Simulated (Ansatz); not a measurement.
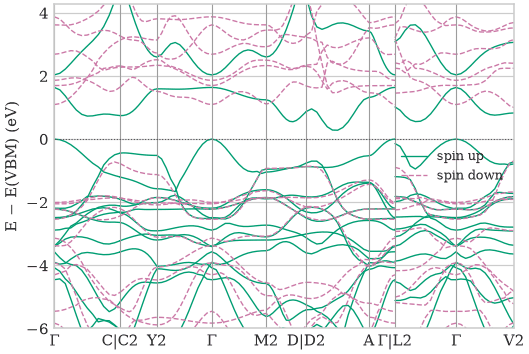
Figure. Band structure from r²SCAN in the plane-wave PAW code Ansatz

Problem. Read off the gap and where the band edges lie.

Solution. About 0.3 eV (0.27 eV by a search for the band edges); maximum at Γ, minimum on the D2–A line, 46 % of the way from D2.

The material is MnCuO$_{2}$ in space group C2/m (No. 12; Mn on 2a, Cu on 2d, O on 4i).

The first step of the workflow began from a Materials Project structure, measured or hypothetical; the Crystallography Open Database copy checked does not list it. Its standing as an ambient phase is unchecked. The cell was relaxed with r²SCAN under the symmetry of its start; its stability against distortions is not shown here. Spin order of the final state: ferromagnetic, the only order run, not a proven ground state. Other orbital occupations within this spin state were not tried. No Hubbard U is applied.

Potentials: the later of the program's two PAW sets.
